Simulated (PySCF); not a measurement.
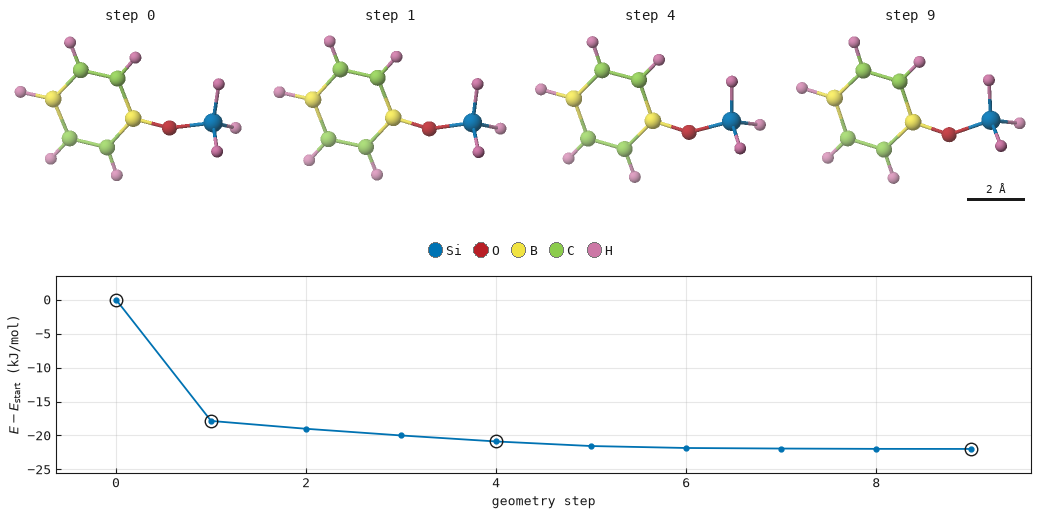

Frames of a relaxation of C₄H₈B₂OSi, marked on the history of the run. The picture is a ball-and-stick view, seen at a tilt.

The start comes from GFN2-xTB. Its atoms were then displaced at random by about 0.01 Å.

The calculation used PBE0-D3(BJ)/def2-SVP geometry optimisation, gas phase in PySCF. 

What happens along the run?

The energy falls by 22.0 kJ/mol in 9 geometry steps. The largest move after the best rigid fit is that of an H atom, 0.39 Å. Largest moves by element: H 0.39 Å, O 0.25 Å, C 0.14 Å, B 0.13 Å, Si 0.12 Å. Near-neighbour distances that change, for instance: H–Si 1.439 → 1.489 Å, O–Si 1.632 → 1.673 Å, B–C 1.533 → 1.573 Å, B–H 1.185 → 1.212 Å. Among the angles between lasting bonds that change: Si–O–B 157.7° → 140.5°, H–Si–H 116.1° → 110.2°, O–Si–H 103.8° → 107.6°. From step 0 to 1: an H atom moves most (0.21 Å), energy −17.9 kJ/mol. From step 1 to 4: an H atom moves most (0.23 Å), energy −3.02 kJ/mol. From step 4 to 9: an H atom moves most (0.13 Å), energy −1.10 kJ/mol.
